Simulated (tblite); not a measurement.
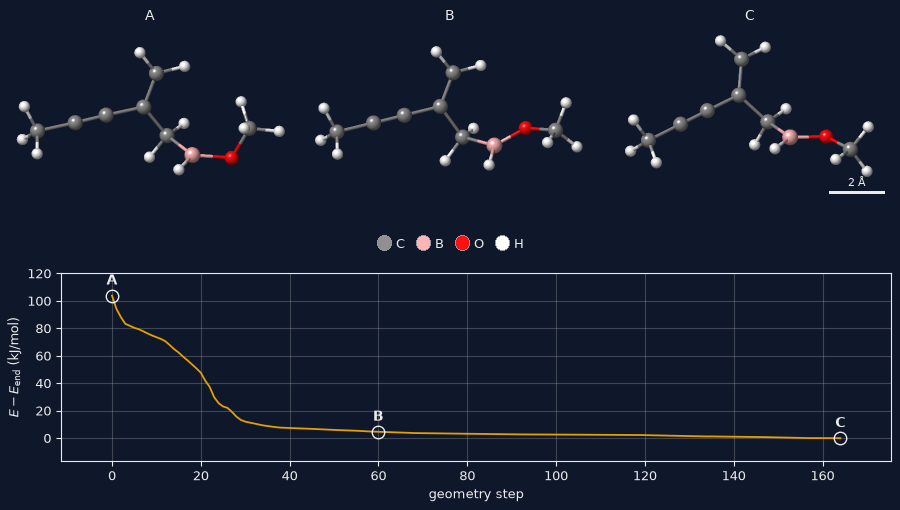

Frames of a relaxation of C$_{7}$H$_{11}$BO, marked on the history of the run. A ball-and-stick model, seen face on.

These are results of tblite, GFN2-xTB geometry optimisation, gas phase, not measurements. 

Describe the path.

The energy falls by 103.9 kJ/mol in 164 geometry steps. An H atom moves most after the best rigid fit: 1.82 Å. Largest moves by element: H 1.82 Å, C 1.09 Å, O 0.81 Å, B 0.66 Å. Near-neighbour distances that change, for instance: B–O 1.465 → 1.327 Å, C–C 1.454 → 1.418 Å, C–H 1.113 → 1.093 Å, C–C 1.462 → 1.446 Å. Among the angles between lasting bonds that change: B–O–C 108.9° → 125.1°, C–C–C 120.3° → 115.9°, C–B–O 120.4° → 116.9°. Groups turn about B–O by about 90°, C–O by about 60°, C–C by about 25°. From step 0 to 60: an H atom moves most (1.22 Å), energy −99.2 kJ/mol. From step 60 to 164: an H atom moves most (1.25 Å), energy −4.67 kJ/mol.
